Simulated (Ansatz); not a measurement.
# CH4BFOSi (SMILES O=CB[SiH2]F): PBE/def2-SVP

What is the vertical ionisation energy of CH4BFOSi at PBE/def2-SVP? 

The results are computed with Ansatz 0.2.0.

152 further runs of the same task are left out: 152 set aside as unsound or not needed.

**1. The system as given**

CH4BFOSi: 9 atoms, total charge 0, spin state singlet. SMILES: `O=CB[SiH2]F`. The coordinates come from a PBE0-D4/def2-TZVP relaxation. This is one conformer, not always the lowest.

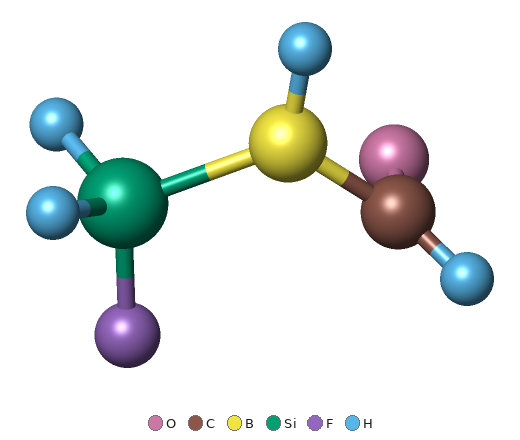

The structure, seen from a chosen angle (oxygen pink, carbon brown, boron yellow, silicon teal, fluorine purple, hydrogen blue).

**2. The energy at PBE/def2-SVP**

The input, in.yaml:

```yaml
basis:
  gaussian: {orbitals: def2-SVP}
crystal:
  periodic: [false, false, false]
  atoms:
    - {symbol: O, position_ang: [-0.789500, 0.780400, 1.703800]}
    - {symbol: C, position_ang: [-0.128300, 1.442100, 0.910400]}
    - {symbol: B, position_ang: [0.628100, 0.188700, 0.495800]}
    - {symbol: Si, position_ang: [-0.077200, -1.007600, -0.945000]}
    - {symbol: F, position_ang: [-1.360800, -0.349200, -1.659700]}
    - {symbol: H, position_ang: [-0.262400, 2.525000, 0.778500]}
    - {symbol: H, position_ang: [1.608700, -0.084900, 1.121700]}
    - {symbol: H, position_ang: [0.964000, -1.202600, -1.991900]}
    - {symbol: H, position_ang: [-0.494200, -2.338100, -0.430900]}
hamiltonian: {xc: pbe}
accuracy: high
output: {orbitals: {seedname: orbitals}}
```

Run with:

```bash
ansatz run in.yaml --threads 1 --pin off --max-ram 3480MiB --events-out events.jsonl --progress --plain --runs-dir runs
```

What it wrote:

```text
Warning: RAYON_NUM_THREADS=1 ignored (pool sized by the plan → 1); use --threads N
Functional definition: PBE
  name "PBE"
  parameter kappa = 0.804
  parameter beta = 0.06672455060314922
  exchange = pbe_x(kappa = kappa, mu = beta*pi^2/3)
  correlation = pbe_c(beta = beta)
2118 factors; integrals over basis functions are off by at most 3.7e-9 eV
mean field evaluation 1: about -14396.8238 eV, gradient 4.3e1 eV
mean field evaluation 2: about -14386.1282 eV, gradient 8.8e1 eV
mean field evaluation 4: about -14400.8224 eV, gradient 7.2e0 eV
mean field evaluation 8: about -14400.9129 eV, gradient 9.2e-1 eV
mean field evaluation 16: about -14400.9155 eV, gradient 1.3e-4 eV
mean field -14400.91547313 eV, -529.2238823463 hartree, gradient 5.9e-8 eV, S^2 0.000000; 0 other end points of the search recorded, 0 dependent functions left out
reference -14400.91547662 eV, -529.2238824746 hartree; 23, 23 occupied and 71, 71 virtual orbitals, 2118 factors
Total energy: -14400.91547662 eV, -529.2238824746 hartree
```

It took 6.6 s on 1 thread of Arm Neoverse V2, shared host; peak memory 0.24 GiB.

**3. The doublet cation at the same level**

The input, job.yaml:

```yaml
crystal:
  periodic: [false, false, false]
  atoms:
    - {symbol: O, position_ang: [-0.789500, 0.780400, 1.703800]}
    - {symbol: C, position_ang: [-0.128300, 1.442100, 0.910400]}
    - {symbol: B, position_ang: [0.628100, 0.188700, 0.495800]}
    - {symbol: Si, position_ang: [-0.077200, -1.007600, -0.945000]}
    - {symbol: F, position_ang: [-1.360800, -0.349200, -1.659700]}
    - {symbol: H, position_ang: [-0.262400, 2.525000, 0.778500]}
    - {symbol: H, position_ang: [1.608700, -0.084900, 1.121700]}
    - {symbol: H, position_ang: [0.964000, -1.202600, -1.991900]}
    - {symbol: H, position_ang: [-0.494200, -2.338100, -0.430900]}
basis:
  gaussian:
    orbitals: def2-SVP
magnetization:
  spin_polarized: true
  initial_magnetization: 1
accuracy: high
hamiltonian:
  xc: pbe
output: {orbitals: {seedname: orbitals}}
total_charge: 1
```

Run with:

```bash
ansatz run job.yaml --threads 1 --pin off --max-ram 3480MiB --events-out events.jsonl --progress --plain --runs-dir runs
```

What it wrote:

```text
Warning: RAYON_NUM_THREADS=1 ignored (pool sized by the plan → 1); use --threads N
[... 6 set-up lines as earlier in the session ...]
2117 factors; integrals over basis functions are off by at most 3.7e-9 eV
mean field evaluation 1: about -14373.8659 eV, gradient 6.1e1 eV
mean field evaluation 2: about -14113.6582 eV, gradient 2.0e2 eV
mean field evaluation 4: about -14369.8978 eV, gradient 6.7e1 eV
mean field evaluation 8: about -14390.9825 eV, gradient 1.4e0 eV
mean field evaluation 16: about -14390.9987 eV, gradient 8.4e-3 eV
mean field evaluation 32: about -14390.9987 eV, gradient 4.3e-8 eV
mean field -14390.99869338 eV, -528.8594474125 hartree, gradient 1.1e-8 eV, S^2 0.755686; 4 other end points of the search recorded, 0 dependent functions left out
reference -14390.99869695 eV, -528.8594475436 hartree; 23, 22 occupied and 71, 72 virtual orbitals, 2117 factors
Total energy: -14390.99869695 eV, -528.8594475436 hartree
```

It took 20 s on 1 thread of Arm Neoverse V2, shared host; peak memory 0.31 GiB.

**4. What came out**

Level: PBE/def2-SVP.

```
                                          quantity          value
                    singlet CH4BFOSi: total energy  -529.22388 Eh
                     singlet CH4BFOSi: HOMO energy       -6.74 eV
                     singlet CH4BFOSi: LUMO energy       -2.94 eV
                   singlet CH4BFOSi: HOMO–LUMO gap        3.80 eV
                      doublet cation: total energy  -528.85945 Eh
doublet cation: HOMO energy (highest over α and β)      -13.28 eV
 doublet cation: LUMO energy (lowest over α and β)      -13.04 eV
                              doublet cation: ⟨S²⟩          0.756
vertical ionisation energy (to the doublet cation)       9.917 eV
```

Removing an electron at fixed nuclei costs 9.92 eV (957 kJ/mol). The negative HOMO energy of the first species, 6.74 eV, lies 3.18 eV below that difference.
